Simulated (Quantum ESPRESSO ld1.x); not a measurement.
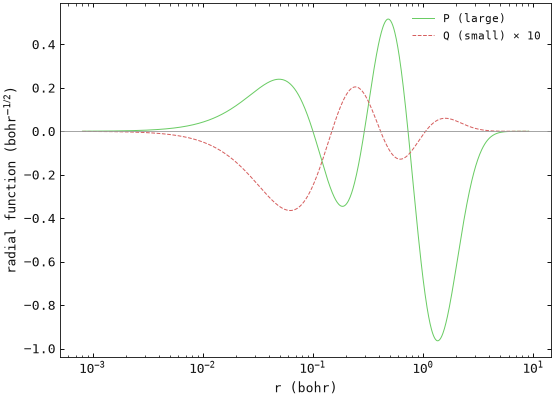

The Sm³⁺ ion in the configuration [Xe] 4f3 6s2 (4f5/2: 3). Method: Dirac Kohn-Sham, PBE, spin-unpolarised, spherical densities, point nucleus; computed with Quantum ESPRESSO ld1.x 7.5.

The plot shows the large and small radial components of one occupied spinor.

Q: Which spinor (n, l, j) is it?

Answer: It is 5p3/2. The spinor has κ = −2: the large component has l = 1 and 3 radial nodes (r = 0.100, 0.294 and 0.734 bohr), the small one has l = 2. The small component carries 0.022 % of the norm; ⟨r⟩ = 1.51 bohr and the eigenvalue is −60.5 eV. The nodes of P give n − l − 1 and its extent picks the shell; Q has as many nodes as P for κ < 0 and one more for κ > 0.
